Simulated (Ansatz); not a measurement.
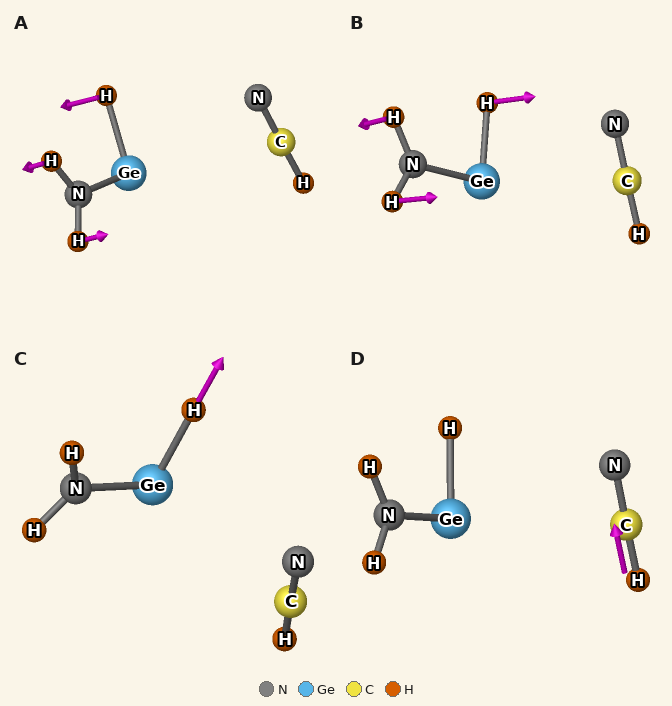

4 normal modes of one molecule or complex, as arrows. Harmonic vibrations computed with RKS PBE0-D4/def2-TZVP (Ansatz 0.2.0) at a stationary point of the same level.

Match the panels to the wavenumbers 193 cm⁻¹, 687 cm⁻¹, 1922 cm⁻¹, 3453 cm⁻¹.

Answer. A: 193 cm⁻¹
B: 687 cm⁻¹
C: 1922 cm⁻¹, Ge–H stretching
D: 3453 cm⁻¹, C–H stretching
